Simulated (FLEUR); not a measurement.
# How the basis cutoff moves the magnetism of free-standing square Gd monolayer, spacing 3.42 A

Wanted: the cheapest choice of the basis cutoff that holds the magnetic results of free-standing square Gd monolayer, spacing 3.42 A.

Method: PBE with U = 6.7 eV, J = 0.7 eV on Gd f; all-electron FLAPW film, Dirac cores, scalar-relativistic bands, in FLEUR MaX-R8.1.

### 1. The starting structure

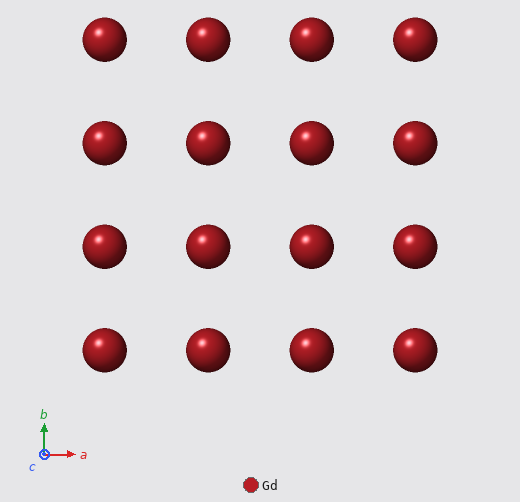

The starting structure, seen from above (gadolinium red). 3×3×1 cells are drawn. Some periodic images of atoms are drawn too.

The cell holds 1 atom: 1 Gd. Its edges and angles: a = 3.420 Å, b = 3.420 Å, c = 14.000 Å, α = 90.0°, β = 90.0°, γ = 90.0°. Model lattice. Vacuum lies along c.

### 2. Rung 1 (Kmax 2.16 1/bohr), start ferro +

The ladder starts at a small basis and climbs, to see from where on the results stand still.

The file n_mmp_mat seeds the f occupations with whole cubic orbitals by Hund's first rule, so that the U acts from the first pass. inpgen writes inp.xml from crystal.txt; cutoffs, mixing, functional, smearing and local orbitals are then set in the file. The k list default-1 (kpts.xml, not shown) is a Γ-centred 8×8×1 mesh; where the ranks do not divide the number of points, some are split in two of half the weight.

Input file inp.xml:

```
<?xml version="1.0" encoding="UTF-8" standalone="no"?>
<fleurInput fleurInputVersion="0.39">
   <comment>
      Gd
   </comment>
   <calculationSetup>
      <cutoffs Kmax="2.16" Gmax="6.5" GmaxXC="6.5" numbands="0"/>
      <scfLoop itmax="130" minDistance="0.0001" maxIterBroyd="15" imix="Anderson" alpha="0.03" precondParam="0.0" spinf="2.0" sdNocoIR="T"/>
      <coreElectrons ctail="T" frcor="F" kcrel="0" coretail_lmax="0"/>
      <xcFunctional name="pbe" relativisticCorrections="F"/>
      <magnetism jspins="2"/>
      <soc l_soc="F" theta="0.0" phi="0.0" spav="F"/>
      <expertModes spex="0" secvar="F"/>
      <geometryOptimization l_f="F" forcealpha="1.0" forcemix="BFGS" epsdisp="0.00001" epsforce="0.00001"/>
      <ldaU l_linMix="F" mixParam="0.05" spinf="1.0"/>
   </calculationSetup>
   <cell>
      <bzIntegration valenceElectrons="18.0" mode="hist" fermiSmearingEnergy="0.00183747">
         <kPointListSelection listName="default-1"/>
         <xi:include xmlns:xi="http://www.w3.org/2001/XInclude" href="kpts.xml"> </xi:include>
      </bzIntegration>
      <xi:include xmlns:xi="http://www.w3.org/2001/XInclude" href="sym.xml"> </xi:include>
      <filmLattice scale="1.0" dVac="6.4" dTilda="8.9">
         <bravaisMatrixFilm>
            <row-1>    6.4628633461319991     0.0000000000000000</row-1>
            <row-2>    0.0000000000000000     6.4628633461319991</row-2>
         </bravaisMatrixFilm>
         <vacuumEnergyParameters vacuum="1" spinUp="-.25" spinDown="-.25"/>
      </filmLattice>
   </cell>
   <atomSpecies>
      <species name="Gadolinium7.000" element="Gd" atomicNumber="64">
         <mtSphere radius="2.8" gridPoints="925" logIncrement="0.014"/>
         <atomicCutoffs lmax="10" lnonsphr="8"/>
         <electronConfig flipSpins="F">
            <coreConfig>(1s1/2) (2s1/2) (2p1/2) (2p3/2) (3s1/2) (3p1/2) (3p3/2) (4s1/2) (3d3/2) (3d5/2) (4p1/2) (4p3/2) (4d3/2) (4d5/2)</coreConfig>
            <valenceConfig>(5s1/2) (5p1/2) (5p3/2) (6s1/2) (4f5/2) (4f7/2) (5d3/2) (5d5/2)</valenceConfig>
            <stateOccupation state="(4f5/2)" spinUp="2.5" spinDown="0.5"/>
            <stateOccupation state="(4f7/2)" spinUp="4.0" spinDown="0.0"/>
            <stateOccupation state="(5d3/2)" spinUp="0.4" spinDown="0.0"/>
            <stateOccupation state="(5d5/2)" spinUp="0.6" spinDown="0.0"/>
         </electronConfig>
         <energyParameters s="6" p="6" d="5" f="4"/>
         <ldaU l="3" U="6.7" J="0.7" l_amf="F"/>
         <lo type="SCLO" l="0" n="5" eDeriv="0"/>
         <lo type="SCLO" l="1" n="5" eDeriv="0"/>
      </species>
   </atomSpecies>
   <atomGroups>
      <atomGroup species="Gadolinium7.000">
         <filmPos label="                   1">.0000000000 .0000000000 .0000000000</filmPos>
         <force calculate="T" relaxXYZ="TTT"/>
      </atomGroup>
   </atomGroups>
   <output dos="F" band="F" slice="F">
      <bandDOS minEnergy="-.5*Htr" maxEnergy="0.5*Htr" sigma="0.015" storeEVData="T"/>
      <plotting iplot="0" polar="F">
         <plot TwoD="T" vec1="  1.0  0.0  0.0" vec2="  0.0  1.0  0.0" vec3="  0.0  0.0  1.0" zero="  0.0  0.0 -0.5" file="plot"/>
      </plotting>
      <moessbauerParams electricFieldGradient="F" isomerShift="F" coreHyperfine="F" valenceHyperfine="F"/>
   </output>
</fleurInput>
```

Input file crystal.txt:

```
Gd
&input film=T cartesian=F /
3.42000000000  0.00000000000  0.00000000000
0.00000000000  3.42000000000  0.00000000000
0.00000000000  0.00000000000  1.00000000000
1.8897261246
1.0 1.0 1.0

1
64 0.00000000000  0.00000000000  0.00000000000 : 7.000

&kpt div1=8 div2=8 div3=1 gamma=T /
```

Started as:

```
> OMP_NUM_THREADS=1 inpgen -f crystal.txt > inpgen.log  # inp.xml is then edited as shown
> OMP_NUM_THREADS=1 mpirun -n 4 fleur_MPI > fleur.log
```

The program printed:

```text
Welcome to FLEUR        (www.flapw.de)
      MaX-Release 8.1          (www.max-centre.eu)

 ========== k-point set info ==========
 Selected k-point list: default-1
 k-point list type: mesh
 0 x 0 x 0
 Number of k points: 16

 ------------Calculation Setup---------------------------
 Number of MPI-tasks      :            4
 Number of PE/node        :            4
 Number of OMP-threads    :            1
 k-points in parallel     :            4
 pe's per k-point         :            1
 No of k-point loops      :            4
 Eigenvalue solver        :       lapack
 Number of basis functions:           72
 Approximate size of matrices (H+S) per k-point:         0.000 GB
 --------------------------------------------------------
 Iteration:     1   Distance:      14.60168588 me/bohr^3
 Iteration:     2   Distance:      14.84334446 me/bohr^3
 Iteration:     3   Distance:      15.95543276 me/bohr^3
 Invalid elements in DFT+U matrix after mixing:
 Reset of history
 Iteration:     4   Distance:      21.12651744 me/bohr^3
 Iteration:     5   Distance:      24.21856790 me/bohr^3
 Iteration:     6   Distance:       6.07096459 me/bohr^3
 Iteration:     7   Distance:       5.36125226 me/bohr^3
 Iteration:     8   Distance:       5.57674401 me/bohr^3
 Iteration:     9   Distance:       2.47394058 me/bohr^3
 Iteration:    10   Distance:       1.95872749 me/bohr^3
 Iteration:    11   Distance:       0.76663159 me/bohr^3
 Iteration:    12   Distance:       0.51106157 me/bohr^3
 Iteration:    13   Distance:       0.37170099 me/bohr^3
 Invalid elements in DFT+U matrix after mixing:
 Reset of history
 Iteration:    14   Distance:       0.26631861 me/bohr^3
 Iteration:    15   Distance:       0.18464260 me/bohr^3
 Iteration:    16   Distance:       0.18340200 me/bohr^3
 Iteration:    17   Distance:       0.19657142 me/bohr^3
 Iteration:    18   Distance:       0.05376975 me/bohr^3
 Iteration:    19   Distance:       0.03261943 me/bohr^3
 Iteration:    20   Distance:       0.01922676 me/bohr^3
 Iteration:    21   Distance:       0.02000201 me/bohr^3
 Iteration:    22   Distance:       0.00343223 me/bohr^3
 Iteration:    23   Distance:       0.00104855 me/bohr^3
 Iteration:    24   Distance:       0.00129840 me/bohr^3
 Iteration:    25   Distance:       0.00036515 me/bohr^3
 Iteration:    26   Distance:       0.00030266 me/bohr^3
 Iteration:    27   Distance:       0.00017425 me/bohr^3
 Iteration:    28   Distance:       0.00003364 me/bohr^3

 ********************************************************************
 Run finished successfully
 Stop message:
   all done
 ********************************************************************

--- out.xml (last complete iteration) ---
<iteration numberForCurrentRun="   28" overallNumber="   28">
         [... left out ...]
         <bandgap value="0.0079883494" units="eV"/>
         <sumValenceSingleParticleEnergies value="-13.4533850061" units="Htr"/>
         <FermiEnergy value="-0.1218523148" units="Htr"/>
         <valenceDensity>
            <mtCharges spin="1">
               <mtCharge atomType="1" total="11.6675019" s="1.1345826" p="2.9494421" d="0.7671958" f="6.8120527"/>
            </mtCharges>
            <mtCharges spin="2">
               <mtCharge atomType="1" total="4.1128725" s="1.0990525" p="2.9067569" d="0.0979442" f="0.0088898"/>
            </mtCharges>
            <spinDependentCharge spin="1" total="13.2729268" interstitial="1.3650986" mtSpheres="11.6675019" vacuum1="0.1201632"/>
            <spinDependentCharge spin="2" total="4.7270736" interstitial="0.5436990" mtSpheres="4.1128725" vacuum1="0.0352511"/>
            <totalCharge value="18.0000004743"/>
         </valenceDensity>
         [... left out ...]
         <magneticMomentsInMTSpheres units="muBohr">
            <globalMagMoment atomType="1" vec="0.00000   0.00000   7.55463"/>
            <localMagMoment atomType="1" vec="0.00000   0.00000   7.55463"/>
         </magneticMomentsInMTSpheres>
         [... left out ...]
         <totalEnergy value="   -11280.2563644899" units="Htr">
            <sumOfEigenvalues value="    -6979.9365379318">
               <coreElectrons value="-6966.4831529257"/>
               <valenceElectrons value="-13.4533850061"/>
            </sumOfEigenvalues>
            <densityCoulombPotentialIntegral value="-18954.5106105861"/>
            <densityEffectivePotentialIntegral value="-19281.5092433546"/>
            <chargeDenXCDenIntegral value="-250.1721492863"/>
            <FockExchangeEnergyValence value="0.0000000000"/>
            <FockExchangeEnergyCore value="0.0000000000"/>
         [... left out ...]
            <dftUCorrection value="-0.7308703009"/>
            <tkbTimesEntropy value="0.0007451421"/>
            <freeEnergy value="-11280.2571096320"/>
            <extrapolationTo0K value="-11280.2567370610"/>
         </totalEnergy>
         [... left out ...]
         <ldaUDensityMatrixConvergence>
            <distance spin="1" distance="0.000000"/>
            <distance spin="2" distance="0.000001"/>
         </ldaUDensityMatrixConvergence>
         <densityConvergence units="me/bohr^3">
            <chargeDensity spin="1" distance="0.0000178994"/>
            <chargeDensity spin="2" distance="0.0000192924"/>
            <overallChargeDensity distance="0.0000159267"/>
            <spinDensity distance="0.0000336379"/>
         </densityConvergence>
      </iteration>
```

Elapsed: 24 s, on 4 MPI ranks of Intel Xeon Platinum 8488C (Sapphire Rapids), shared host; peak memory 0.25 GiB.

Spin moment in the muffin-tin sphere by atom:

| atom | spin moment in the muffin-tin sphere (μB) |
| --- | --- |
| Gd1 | 7.55 |

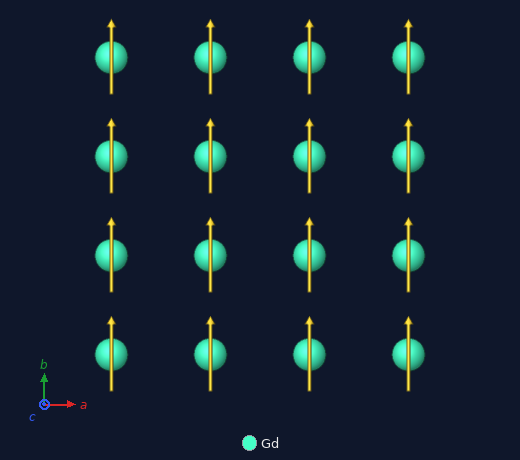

Spin moment in the muffin-tin sphere as arrows, the longest 7.55 μB. Up and down stand for the sign. Arrows give size and sign along the axis of quantisation, drawn up and down the page. 3×3×1 cells are drawn. Some periodic images of atoms are drawn too.

Read from the output:

```
free energy                                                       : -306951.4332 eV
program's band gap on this mesh (in a metal only a level spacing) : 0.007988 eV
magnetization                                                     : 8.546 μB
final state                                                       : ferromagnetic
```

After 28 cycles the largest moment stands at 7.55 μB.

### 3. Rung 1 (Kmax 2.16 1/bohr), start antiferro q=(1/2,1/2,0) +-

The second start gives the energy difference between the two end states, the quantity that is followed up the ladder. Its q is in fractions of the primitive cell's reciprocal vectors.

The k list default-1 (kpts.xml, not shown) is a Γ-centred 4×8×1 mesh.

inp.xml, as its differences from that of step 2:

```diff
@@ -17,3 +17,3 @@
    <cell>
-      <bzIntegration valenceElectrons="18.0" mode="hist" fermiSmearingEnergy="0.00183747">
+      <bzIntegration valenceElectrons="36.0" mode="hist" fermiSmearingEnergy="0.00183747">
          <kPointListSelection listName="default-1"/>
@@ -24,4 +24,4 @@
          <bravaisMatrixFilm>
-            <row-1>    6.4628633461319991     0.0000000000000000</row-1>
-            <row-2>    0.0000000000000000     6.4628633461319991</row-2>
+            <row-1>   12.9257266922639982     0.0000000000000000</row-1>
+            <row-2>    6.4628633461319991     6.4628633461319991</row-2>
          </bravaisMatrixFilm>
@@ -47,2 +47,18 @@
       </species>
+      <species name="Gadolinium-7.000" element="Gd" atomicNumber="64">
+         <mtSphere radius="2.8" gridPoints="925" logIncrement="0.014"/>
+         <atomicCutoffs lmax="10" lnonsphr="8"/>
+         <electronConfig flipSpins="F">
+            <coreConfig>(1s1/2) (2s1/2) (2p1/2) (2p3/2) (3s1/2) (3p1/2) (3p3/2) (4s1/2) (3d3/2) (3d5/2) (4p1/2) (4p3/2) (4d3/2) (4d5/2)</coreConfig>
+            <valenceConfig>(5s1/2) (5p1/2) (5p3/2) (6s1/2) (4f5/2) (4f7/2) (5d3/2) (5d5/2)</valenceConfig>
+            <stateOccupation state="(4f5/2)" spinUp="0.5" spinDown="2.5"/>
+            <stateOccupation state="(4f7/2)" spinUp="0.0" spinDown="4.0"/>
+            <stateOccupation state="(5d3/2)" spinUp="0.0" spinDown="0.4"/>
+            <stateOccupation state="(5d5/2)" spinUp="0.0" spinDown="0.6"/>
+         </electronConfig>
+         <energyParameters s="6" p="6" d="5" f="4"/>
+         <ldaU l="3" U="6.7" J="0.7" l_amf="F"/>
+         <lo type="SCLO" l="0" n="5" eDeriv="0"/>
+         <lo type="SCLO" l="1" n="5" eDeriv="0"/>
+      </species>
    </atomSpecies>
@@ -51,2 +67,6 @@
          <filmPos label="                   1">.0000000000 .0000000000 .0000000000</filmPos>
+         <force calculate="T" relaxXYZ="TTT"/>
+      </atomGroup>
+      <atomGroup species="Gadolinium-7.000">
+         <filmPos label="                   2">1.000/2.000 .0000000000 .0000000000</filmPos>
          <force calculate="T" relaxXYZ="TTT"/>
```

Input file crystal.txt:

```
Gd
&input film=T cartesian=F /
6.84000000000  0.00000000000  0.00000000000
3.42000000000  3.42000000000  0.00000000000
0.00000000000  0.00000000000  1.00000000000
1.8897261246
1.0 1.0 1.0

2
64 0.00000000000  0.00000000000  0.00000000000 : 7.000
64 0.50000000000  0.00000000000  0.00000000000 : -7.000

&kpt div1=4 div2=8 div3=1 gamma=T /
```

The program printed:

```text
[banner, memory and clock lines left out]
Welcome to FLEUR        (www.flapw.de)
      MaX-Release 8.1          (www.max-centre.eu)

 ========== k-point set info ==========
 Selected k-point list: default-1
 k-point list type: mesh
 0 x 0 x 0
 Number of k points: 16

 [... set-up left out ...]
 Iteration:     1   Distance:      13.73520665 me/bohr^3
 Iteration:     2   Distance:      14.00278575 me/bohr^3
 Iteration:     3   Distance:      15.07750477 me/bohr^3
 Iteration:     4   Distance:      10.78666292 me/bohr^3
 Iteration:     5   Distance:       2.61610164 me/bohr^3
 Iteration:     6   Distance:       2.28823911 me/bohr^3
 Iteration:     7   Distance:       1.03283611 me/bohr^3
 Iteration:     8   Distance:       1.12893956 me/bohr^3
[... lines left out ...]
 Iteration:    24   Distance:       0.00020993 me/bohr^3
 Iteration:    25   Distance:       0.00019501 me/bohr^3
 Iteration:    26   Distance:       0.00019704 me/bohr^3
 Iteration:    27   Distance:       0.00021365 me/bohr^3
 Iteration:    28   Distance:       0.00018348 me/bohr^3
 Iteration:    29   Distance:       0.00007349 me/bohr^3

 ********************************************************************
 Run finished successfully
 Stop message:
   all done
 ********************************************************************

--- out.xml (last complete iteration) ---
<iteration numberForCurrentRun="   29" overallNumber="   29">
         [... left out ...]
         <bandgap value="0.0000000000" units="eV"/>
         <sumValenceSingleParticleEnergies value="-26.5253209956" units="Htr"/>
         <FermiEnergy value="-0.1098125616" units="Htr"/>
         [... left out ...]
         <magneticMomentsInMTSpheres units="muBohr">
            <globalMagMoment atomType="1" vec="0.00000   0.00000   7.07452"/>
            <globalMagMoment atomType="2" vec="0.00000   0.00000  -7.07402"/>
         </magneticMomentsInMTSpheres>
         [... left out ...]
         <totalEnergy value="   -22560.4926090498" units="Htr">
            <sumOfEigenvalues value="   -13958.1782498128">
               <coreElectrons value="-13931.6529288172"/>
               <valenceElectrons value="-26.5253209956"/>
            </sumOfEigenvalues>
         [... left out ...]
            <freeEnergy value="-22560.4947929265"/>
            <extrapolationTo0K value="-22560.4937009881"/>
         </totalEnergy>
         [... left out ...]
         <ldaUDensityMatrixConvergence>
            <distance spin="1" distance="0.000001"/>
            <distance spin="2" distance="0.000003"/>
         </ldaUDensityMatrixConvergence>
         <densityConvergence units="me/bohr^3">
            <chargeDensity spin="1" distance="0.0000312605"/>
            <chargeDensity spin="2" distance="0.0000588738"/>
            <overallChargeDensity distance="0.0000590434"/>
            <spinDensity distance="0.0000734885"/>
         </densityConvergence>
      </iteration>
```

Wall time 31 s (4 MPI ranks); peak memory 0.38 GiB; 2.1 min of CPU time.

Spin moment in the muffin-tin sphere by atom:

| atom | spin moment in the muffin-tin sphere (μB) |
| --- | --- |
| Gd1 | 7.07 |
| Gd2 | -7.07 |

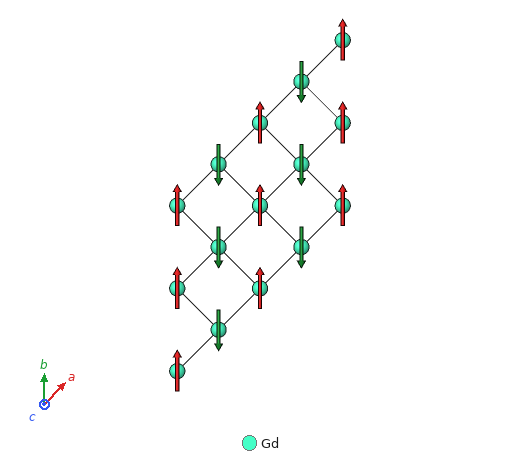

Spin moment in the muffin-tin sphere as arrows, the longest 7.07 μB. Up and down stand for the sign. Arrows give size and sign along the axis of quantisation, drawn up and down the page. The two directions have two colours. 2×2×1 cells are drawn. Some periodic images of atoms are drawn too.

This step gave:

* free energy: -613902.3377 eV
* program's band gap on this mesh (in a metal only a level spacing): 0 eV
* magnetization: 0 μB
* final state: antiferromagnetic

This start lies +264.3 meV a seeded atom from the first; its largest moment is 7.07 μB.

(Continued in part 2 of 3.)

[Logs and program files are shortened in this print: banners, set-up blocks, solver, clock and traceback lines can be left out without a mark of their own.]

[Logs are printed without paths, hosts, clocks, repeated set-up lines and the standing remarks that a program may print on its own settings, such as how far it seeks lower states.]

[Hosts, paths, dates, database ids (printed as entryN), source tags and the programs' standing remarks are cut or masked in the printed files.]

[Where a cell is said to come from a database of computed structures, the database is the Materials Project.]
